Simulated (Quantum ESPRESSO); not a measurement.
# Collinear magnetic orders of NiCl2 with Quantum ESPRESSO

Aim: find out which collinear order of NiCl2 costs least.

Program: Quantum ESPRESSO 7.5. Level of theory: PBEsol with U = 6 eV on Ni d (ortho-atomic projectors); plane waves with GBRV 1.5 PBEsol potentials, no spin-orbit coupling. Results are calculated unless marked as measured.

The database entry behind the starting cell differs from later determinations by our own check (an axis about 1.8 % long against later determinations), so it need not match the best structure at ambient conditions.

### Step 1. Starting point

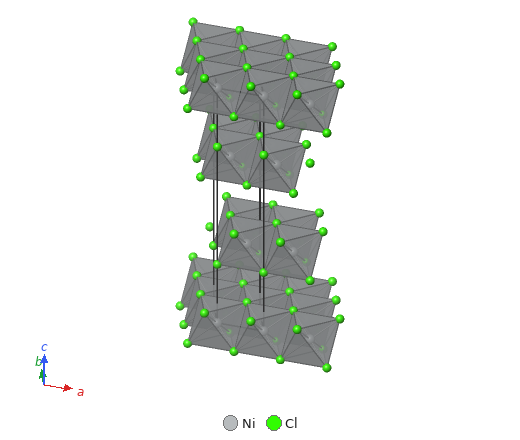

Start, viewed from a free direction; nickel light grey, chlorine green. 2×2×1 cells are drawn. This picture shows the conventional cell, with its axes. Bonds to atoms that aren't drawn are left out. Some periodic images of atoms are drawn too.

Coordinates:

```cif
data_structure
_symmetry_space_group_name_H-M 'R-3m:H'
_symmetry_Int_Tables_number 166
_cell_length_a 3.5430
_cell_length_b 3.5430
_cell_length_c 17.3350
_cell_angle_alpha 90.000
_cell_angle_beta 90.000
_cell_angle_gamma 120.000
_cell_volume 188.45
loop_
_atom_site_label
_atom_site_type_symbol
_atom_site_symmetry_multiplicity
_atom_site_Wyckoff_symbol
_atom_site_fract_x
_atom_site_fract_y
_atom_site_fract_z
_atom_site_occupancy
Ni1 Ni 3 a 0.00000 0.00000 0.00000 1
Cl1 Cl 6 c 0.33333 0.66667 0.91667 1
```

The cell comes from the Crystallography Open Database.

### Step 2. Start 1: ferro +

The signs are those of the starting moments on the seeded atoms, the atoms that are given a moment.

pw.in

```
&CONTROL
  calculation = 'scf'
  prefix = 'pwscf'
  outdir = './tmp'
  pseudo_dir = './pseudo'
  disk_io = 'nowf'
/
&SYSTEM
  ibrav = 0
  nat = 3
  ntyp = 2
  ecutwfc = 40
  ecutrho = 280
  nbnd = 25
  occupations = 'smearing'
  smearing = 'fd'
  degauss = 0.00367493
  nspin = 2
  starting_magnetization(1) = 0.1111
  starting_magnetization(2) = 0
/
&ELECTRONS
  conv_thr = 6d-09
  electron_maxstep = 150
  mixing_beta = 0.3
/
ATOMIC_SPECIES
Ni     58.6934 ni_pbesol_v1.4.uspp.F.UPF
Cl     35.4500 cl_pbesol_v1.4.uspp.F.UPF
CELL_PARAMETERS angstrom
   1.7715000000    1.0227760019    5.7783333333
  -1.7715000000    1.0227760019    5.7783333333
   0.0000000000   -2.0455520037    5.7783333333
ATOMIC_POSITIONS crystal
Ni      0.0000000000    0.0000000000    0.0000000000
Cl      0.2500000000    0.2500000000    0.2500000000
Cl      0.7500000000    0.7500000000    0.7500000000
K_POINTS automatic
6 6 6 0 0 0
HUBBARD {ortho-atomic}
U Ni-3d 6.0000
```

On the command line:

```bash
$ OMP_NUM_THREADS=1 mpirun -n 4 pw.x -nk 4 -in pw.in > pw.out
```

Log:

```text
Program PWSCF v.7.5 starts

     Message from routine setup:
     using ibrav=0 with symmetry is DISCOURAGED, use correct ibrav instead

     K-points division:     npool     =       4
     Subspace diagonalization in iterative solution of the eigenvalue problem:

     G-vector sticks info
     --------------------
     sticks:   dense  smooth     PW     G-vecs:    dense   smooth      PW
     Sum        1643     949    311                33593    14563    2743

     Using Slab Decomposition

     bravais-lattice index     =            0
     lattice parameter (alat)  =      11.5835  a.u.
     unit-cell volume          =     423.9085 (a.u.)^3
     number of atoms/cell      =            3
     number of atomic types    =            2
     number of electrons       =        32.00
     number of Kohn-Sham states=           25
     kinetic-energy cutoff     =      40.0000  Ry
     charge density cutoff     =     280.0000  Ry
     scf convergence threshold =      6.0E-09
     mixing beta               =       0.3000
     number of iterations used =            8  plain     mixing
     Exchange-correlation= SLA  PW   PSX  PSC
                           (   1   4  10   8   0   0   0)
     Hubbard projectors: ortho-atomic
     Hubbard parameters of DFT+U (Dudarev formulation) in eV:
     U(Ni-3d) =  6.0000

     Internal variables: lda_plus_u =T, lda_plus_u_kind = 0

     Internal variables: orbital_resolved =F, hub_pot_fix =F, apply_U = F

     celldm(1)=  11.583485  celldm(2)=   0.000000  celldm(3)=   0.000000
     celldm(4)=   0.000000  celldm(5)=   0.000000  celldm(6)=   0.000000

     crystal axes: (cart. coord. in units of alat)
               a(1) = (   0.289002   0.166855   0.942676 )
               a(2) = (  -0.289002   0.166855   0.942676 )
               a(3) = (   0.000000  -0.333711   0.942676 )

     reciprocal axes: (cart. coord. in units 2 pi/alat)
               b(1) = (  1.730092  0.998869  0.353603 )
               b(2) = ( -1.730092  0.998869  0.353603 )
               b(3) = (  0.000000 -1.997738  0.353603 )

     PseudoPot. # 1 for Ni read from file:
     ni_pbesol_v1.4.uspp.F.UPF
     Pseudo is Ultrasoft + core correction, Zval = 18.0
     Generated by new atomic code, or converted to UPF format
     Using radial grid of  865 points,  6 beta functions with:
                l(1) =   0
                l(2) =   0
                l(3) =   1
                l(4) =   1
                l(5) =   2
                l(6) =   2
     Q(r) pseudized with 10 coefficients,  rinner =    0.980   0.980   0.980
                                                       0.980   0.980

     PseudoPot. # 2 for Cl read from file:
     cl_pbesol_v1.4.uspp.F.UPF
     Pseudo is Ultrasoft + core correction, Zval =  7.0
     Generated by new atomic code, or converted to UPF format
     Using radial grid of  909 points,  6 beta functions with:
                l(1) =   0
                l(2) =   0
                l(3) =   1
                l(4) =   1
                l(5) =   2
                l(6) =   2
     Q(r) pseudized with  8 coefficients,  rinner =    1.300   1.300   1.300
                                                       1.300   1.300

     atomic species   valence    mass     pseudopotential
     Ni               18.00    58.69340     Ni( 1.00)
     Cl                7.00    35.45000     Cl( 1.00)

     Starting magnetic structure
     atomic species   magnetization
     Ni              0.111
     Cl              0.000

     12 Sym. Ops., with inversion, found

   Cartesian axes

     site n.     atom                  positions (alat units)
         1        Ni     tau(   1) = (   0.0000000   0.0000000   0.0000000  )
         2        Cl     tau(   2) = (   0.0000000   0.0000000   0.7070066  )
         3        Cl     tau(   3) = (   0.0000000   0.0000000   2.1210199  )

     number of k points=    32  Fermi-Dirac smearing, width (Ry)=  0.0037
                       cart. coord. in units 2pi/alat
        k(    1) = (   0.0000000   0.0000000   0.0000000), wk =   0.0046296
        k(    2) = (   0.0000000  -0.3329564   0.0589339), wk =   0.0277778
        k(    3) = (   0.0000000  -0.6659127   0.1178678), wk =   0.0277778
        k(    4) = (   0.0000000   0.9988691  -0.1768017), wk =   0.0138889
        k(    5) = (  -0.2883487  -0.1664782   0.1178678), wk =   0.0277778
        [... 27 further k-points ...]

     Dense  grid:    33593 G-vectors     FFT dimensions: (  64,  64,  64)

     Smooth grid:    14563 G-vectors     FFT dimensions: (  48,  48,  48)

     Check: negative core charge=   -0.000006
     Generating pointlists ...
     new r_m :   0.1685 (alat units)  1.9521 (a.u.) for type    1
     new r_m :   0.1685 (alat units)  1.9521 (a.u.) for type    2

     Initial potential from superposition of free atoms

     starting charge      30.0000, renormalised to      32.0000

     negative rho (up, down):  1.634E-02 1.634E-02

     STARTING HUBBARD OCCUPATIONS:

     =================== HUBBARD OCCUPATIONS ===================
     ------------------------ ATOM    1 ------------------------
     Tr[ns(  1)] (up, down, total) =   5.00000  3.00000  8.00000
     Atomic magnetic moment for atom   1 =   2.00000
     [... lines left out ...]
     Number of occupied Hubbard levels =    8.0000

     Atomic wfc used for Hubbard projectors are orthogonalized

     Starting wfcs are   21 randomized atomic wfcs +    4 random wfcs

     Self-consistent Calculation

     iteration #  1     ecut=    40.00 Ry     beta= 0.30
     Davidson diagonalization with overlap
     ethr =  1.00E-02,  avg # of iterations =  5.9

     =================== HUBBARD OCCUPATIONS ===================
     ------------------------ ATOM    1 ------------------------
     Tr[ns(  1)] (up, down, total) =   3.68369  0.49517  4.17886
     Atomic magnetic moment for atom   1 =   3.18852
     [... lines left out ...]
     Number of occupied Hubbard levels =    4.1789

     negative rho (up, down):  1.583E-02 1.577E-02

     total energy              =    -401.81840171 Ry
     estimated scf accuracy    <      22.58537996 Ry

     total magnetization       =     3.44 Bohr mag/cell
     absolute magnetization    =     3.55 Bohr mag/cell

     iteration #  2     ecut=    40.00 Ry     beta= 0.30
     Davidson diagonalization with overlap
     ethr =  1.00E-02,  avg # of iterations =  3.2

     negative rho (up, down):  1.518E-02 1.512E-02

     total energy              =    -408.16194015 Ry
     estimated scf accuracy    <      15.63532864 Ry

     total magnetization       =     0.19 Bohr mag/cell
     absolute magnetization    =     0.20 Bohr mag/cell

     iteration #  3     ecut=    40.00 Ry     beta= 0.30
     Davidson diagonalization with overlap
     ethr =  1.00E-02,  avg # of iterations =  2.0

     negative rho (up, down):  1.501E-02 1.469E-02

     total energy              =    -409.18638328 Ry
     estimated scf accuracy    <       1.09422443 Ry

     total magnetization       =     2.00 Bohr mag/cell
     absolute magnetization    =     2.01 Bohr mag/cell

     [... further iterations left out ...]

     iteration # 13     ecut=    40.00 Ry     beta= 0.30
     Davidson diagonalization with overlap
     ethr =  1.50E-08,  avg # of iterations =  3.2

     negative rho (up, down):  1.484E-02 1.435E-02

     total energy              =    -409.50848492 Ry
     estimated scf accuracy    <       0.00000115 Ry

     total magnetization       =     2.00 Bohr mag/cell
     absolute magnetization    =     2.05 Bohr mag/cell

     iteration # 14     ecut=    40.00 Ry     beta= 0.30
     Davidson diagonalization with overlap
     ethr =  3.59E-09,  avg # of iterations =  1.8

     negative rho (up, down):  1.484E-02 1.435E-02

     total energy              =    -409.50848643 Ry
     estimated scf accuracy    <       0.00000009 Ry

     total magnetization       =     2.00 Bohr mag/cell
     absolute magnetization    =     2.05 Bohr mag/cell

     iteration # 15     ecut=    40.00 Ry     beta= 0.30
     Davidson diagonalization with overlap
     ethr =  2.93E-10,  avg # of iterations =  3.5

     negative rho (up, down):  1.484E-02 1.435E-02

     total energy              =    -409.50848710 Ry
     estimated scf accuracy    <       0.00000006 Ry

     total magnetization       =     2.00 Bohr mag/cell
     absolute magnetization    =     2.05 Bohr mag/cell

     iteration # 16     ecut=    40.00 Ry     beta= 0.30
     Davidson diagonalization with overlap
     ethr =  1.76E-10,  avg # of iterations =  2.0

     negative rho (up, down):  1.484E-02 1.435E-02

     Magnetic moment per site  (integrated on atomic sphere of radius R)
     atom   1 (R=0.169)  charge= 16.2686  magn=  1.7091
     atom   2 (R=0.169)  charge=  5.4626  magn=  0.1207
     atom   3 (R=0.169)  charge=  5.4626  magn=  0.1207

     End of self-consistent calculation

     =================== HUBBARD OCCUPATIONS ===================
     ------------------------ ATOM    1 ------------------------
     Tr[ns(  1)] (up, down, total) =   4.98271  3.27545  8.25816
     Atomic magnetic moment for atom   1 =   1.70726
     [... lines left out ...]
     Number of occupied Hubbard levels =    8.2582

     [... lines left out ...]
     the Fermi energy is     5.3185 ev

!    total energy              =    -409.50848774 Ry
     estimated scf accuracy    <          2.1E-09 Ry
     smearing contrib. (-TS)   =      -0.00000000 Ry
     internal energy E=F+TS    =    -409.50848774 Ry

     The total energy is F=E-TS. E is the sum of the following terms:
     one-electron contribution =    -361.15756306 Ry
     hartree contribution      =     190.26036798 Ry
     xc contribution           =     -53.72389488 Ry
     ewald contribution        =    -184.95283900 Ry
     Hubbard energy            =       0.06544123 Ry

     total magnetization       =     2.00 Bohr mag/cell
     absolute magnetization    =     2.05 Bohr mag/cell

     convergence has been achieved in  16 iterations

=------------------------------------------------------------------------------=
   JOB DONE.
=------------------------------------------------------------------------------=
```

The job ended after 49 s (4 MPI ranks of Arm Neoverse V1, shared host; peak memory 0.5 GiB).

Spin moment in the atom's sphere by atom:

```
atom  spin moment in the atom's sphere (μB)
 Ni1                                   1.71
 Cl2                                   0.12
 Cl3                                   0.12
```

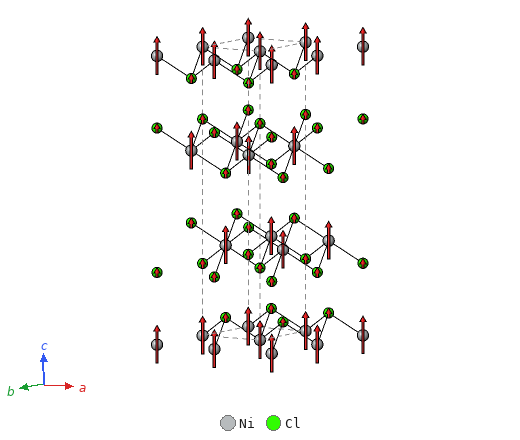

Spin moment in the atom's sphere as arrows, the longest 1.71 μB. Up and down stand for the sign. Arrows give size and sign along the axis of quantisation, drawn up and down the page. Each arrow also spans its atom, so small moments look longer than they are. Bonds to atoms that aren't drawn are left out. 2×2×1 conventional cells are drawn. Some periodic images of atoms are drawn too.

This step gave:

```yaml
smearing_term_ts: 6.19e-13 eV
magnetization: 2 μB
absolute_magnetization: 2.046 μB
final_state: ferromagnetic
```

(Continued in part 2 of 3.)

[Logs and program files are shortened in this print: banners, set-up blocks, solver, clock and traceback lines can be left out without a mark of their own.]

[Logs are printed without paths, hosts, clocks, repeated set-up lines and the standing remarks that a program may print on its own settings, such as how far it seeks lower states.]

[Hosts, paths, dates, database ids (printed as entryN), source tags and the programs' standing remarks are cut or masked in the printed files.]

[Where a cell is said to come from a database of computed structures, the database is the Materials Project.]
